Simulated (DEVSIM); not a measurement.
Device: Co/HfO2/n-Si capacitor, at 300 K.

```
layer (left to right)  material  thickness (nm)  Nd (cm⁻³)
---------------------  --------  --------------  ---------
1                          HfO2            7.50          -
2                            Si            7500     2.9e14
```

Metal gate on the left, work function 5 eV. Fixed charge at the semiconductor interface -9.7e11 cm⁻² (in units of +e); interface traps 1.7e10 cm⁻² eV⁻¹, uniform in energy, neutral level at 0.7 of the gap above the valence band.

This is a model device: material constants are rounded textbook-type values typed into the input, and sizes, dopings and lifetimes were drawn at random. Values at 300 K.

```tsv
parameter	HfO2	Si
gap (eV)	5.7	1.124
affinity (eV)	2.5	4.05
permittivity	22	11.7
Nc (cm⁻³)	-	2.86e19
Nv (cm⁻³)	-	3.1e19
```

Simulated with DEVSIM: 1D Poisson equation in equilibrium, Boltzmann statistics, complete ionisation; no quantum confinement or tunnelling. Metal contacts follow the ideal Schottky-Mott rule: no Fermi-level pinning, no interface dipoles.

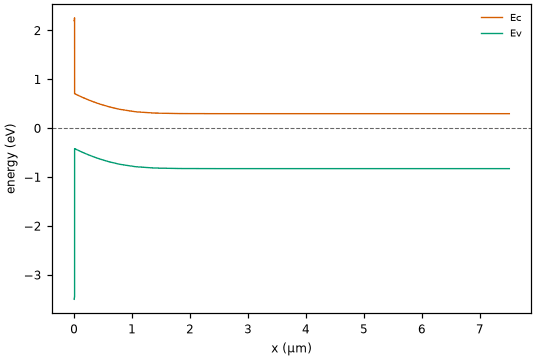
Band edges at 0.3 V on the gate

Energies count from the Fermi level of the right contact; mesh points crowd at the junctions.

```tsv
x (μm)	Ec (eV)	Ev (eV)	n (cm⁻³)	p (cm⁻³)	field (V/cm)
0.000	2.200	-3.500	< 1e2	< 1e2	76000
0.001339	2.210	-3.490	< 1e2	< 1e2	76000
0.003730	2.228	-3.472	< 1e2	< 1e2	76000
0.006149	2.247	-3.453	< 1e2	< 1e2	76000
0.007811	0.707	-0.417	3.8e7	3.1e12	-5900
0.009772	0.706	-0.418	4.0e7	2.9e12	-5900
0.01462	0.703	-0.421	4.4e7	2.6e12	-5800
0.03169	0.693	-0.431	6.5e7	1.8e12	-5800
0.06753	0.673	-0.451	1.4e8	8.1e11	-5600
0.1491	0.628	-0.495	7.9e8	1.5e11	-5200
0.3395	0.537	-0.587	2.7e10	4.3e9	-4400
1.061	0.336	-0.788	6.5e13	1800000	-1300
2.467	0.297	-0.827	2.9e14	400000	≈ 0
5.011	0.297	-0.827	2.9e14	400000	≈ 0
6.720	0.297	-0.827	2.9e14	400000	≈ 0
7.170	0.297	-0.827	2.9e14	400000	≈ 0
7.364	0.297	-0.827	2.9e14	400000	≈ 0
7.447	0.297	-0.827	2.9e14	400000	≈ 0
7.489	0.297	-0.827	2.9e14	400000	≈ 0
7.500	0.297	-0.827	2.9e14	400000	≈ 0
7.505	0.297	-0.827	2.9e14	400000	≈ 0
7.508	0.297	-0.827	2.9e14	400000	≈ 0
```
